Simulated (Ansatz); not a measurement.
## Electronic structure of CH10N2Si2 in real space

Input file:

```
crystal:
  periodic: [false, false, false]
  atoms:
    - { symbol: "N", position_ang: [-1.1366, 1.7835, 1.8273] }
    - { symbol: C, position_ang: [-0.9271, 0.9704, 0.6522] }
    - { symbol: Si, position_ang: [0.4085, -0.2513, 0.9858] }
    - { symbol: Si, position_ang: [0.7651, -1.5747, -0.8839] }
    - { symbol: "N", position_ang: [1.0484, -0.743, -2.3317] }
    - { symbol: H, position_ang: [-0.3677, 2.4236, 2.0131] }
    - { symbol: H, position_ang: [-1.9122, 2.4819, 1.6] }
    - { symbol: H, position_ang: [-0.6232, 1.6219, -0.2091] }
    - { symbol: H, position_ang: [-1.8418, 0.4572, 0.4425] }
    - { symbol: H, position_ang: [0.1148, -1.1083, 2.199] }
    - { symbol: H, position_ang: [1.6981, 0.4773, 1.323] }
    - { symbol: H, position_ang: [1.8074, -2.5563, -0.6948] }
    - { symbol: H, position_ang: [-0.6065, -2.2929, -1.1995] }
    - { symbol: H, position_ang: [1.3584, -1.3841, -2.9946] }
    - { symbol: H, position_ang: [0.1924, -0.356, -2.7001] }
basis:
  gaussian: { orbitals: def2-SVP }
hamiltonian:
  xc: pbe
  dispersion: d4
relax:
  f_tol: 0.02
  max_steps: 50
output:
  orbitals: {}
```

Command:

```sh
ansatz run input.yaml --threads 2 --pin off --max-ram 3072MiB --backend cpu --events-out ev --progress --plain --runs-dir out
```

The fields are those of the relaxed geometry.

Computed with Ansatz 0.2.0, RKS PBE-D4/def2-SVP.

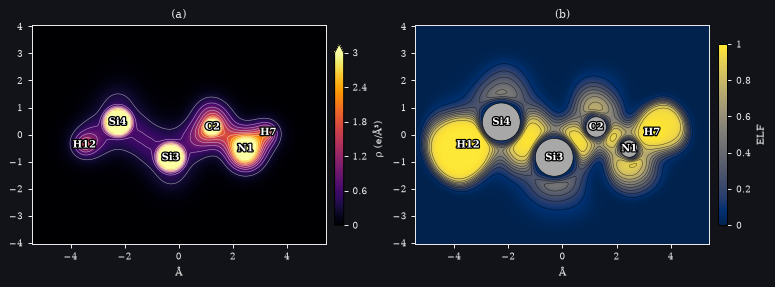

Figure 1. (a) total electron density; (b) ELF on the plane of atoms C2, Si3 and Si4. Grey discs cover the atomic cores in the ELF map.

> Read the bonding off the picture.

The plane passes through N, C, Si and H nuclei.
C–N (1.46 Å): ρ at the midpoint is about 1.9 e/Å³; the ELF peaks at about 0.90 between the atoms: a shared electron pair.
C–Si (1.91 Å): ρ at the midpoint is about 0.9 e/Å³; the ELF peaks at about 0.95 between the atoms (a shared electron pair).
Si–Si (2.35 Å): the density is about 0.63 e/Å³ at the midpoint; the ELF peaks at about 1 between the atoms; a shared electron pair.
N–H (1.03 Å): ρ is about 2.7 e/Å³ halfway; the ELF climbs to about 1 towards the hydrogen, as it does in any bond to H (a covalent bond by its length).
Si–H (1.51 Å): the density is about 0.74 e/Å³ at the midpoint; the ELF climbs to about 1 towards the hydrogen.
The ELF also peaks beside N1, away from the bonds: lone-pair regions.

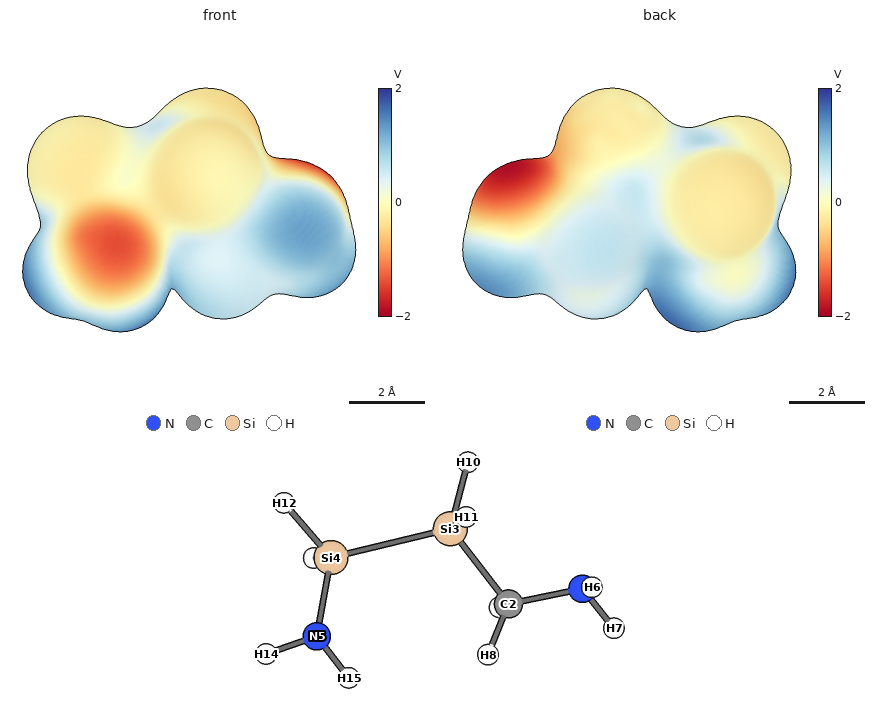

Figure 2. The molecular electrostatic potential painted on the density surface at 0.002 e/bohr³, seen from the front and from behind; the colour scale runs from red (negative) to blue (positive). The bare structure is drawn below in the same view.

> Which sites attract a positive test charge, and which a negative one?

A positive charge is drawn to the negative regions and a negative charge to the positive ones. The most negative region (about −1.8 V) lies over N1, the most positive (about +1.6 V) over H14 and H15. N1 is the likeliest acceptor of a hydrogen bond.

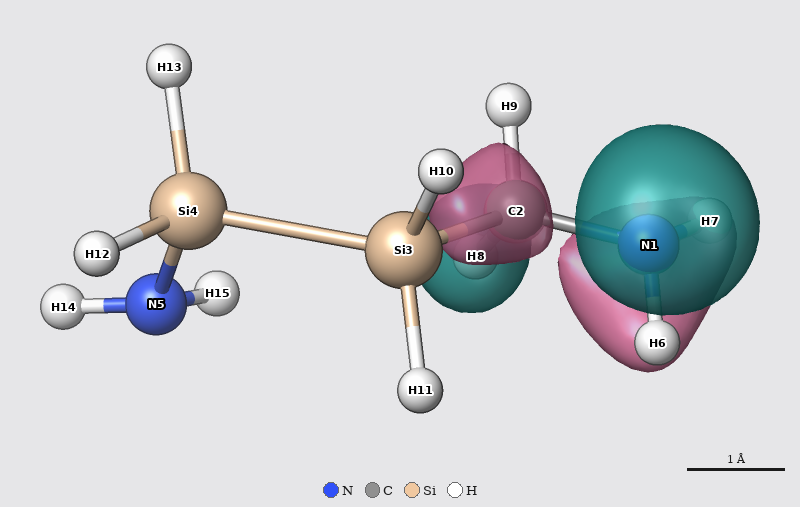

Figure 3. The HOMO at ±0.15 Å⁻³ᐟ² (teal and pink are the two phases), seen from one side.

> Describe this orbital and give its energy.

It lies mainly on N1 (about 65 %), C2 (about 10 %) and H8 (about 5 %). Its energy is −5.15 eV.

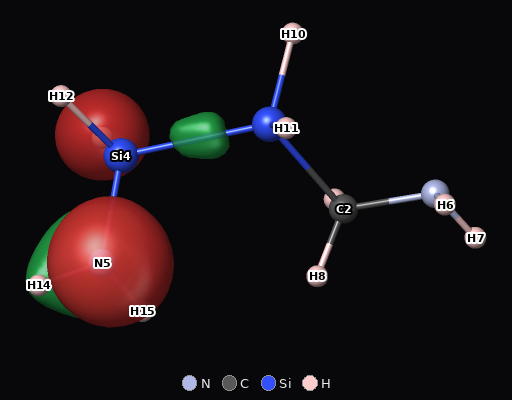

Figure 4. The HOMO−1 at ±0.15 Å⁻³ᐟ² (green and red are the two phases), seen across its widest extent.

> What is the character of this orbital?

It lies mainly on N5 (about 60 %), Si4 (about 15 %) and H13 (about 10 %). Its energy is −5.67 eV.
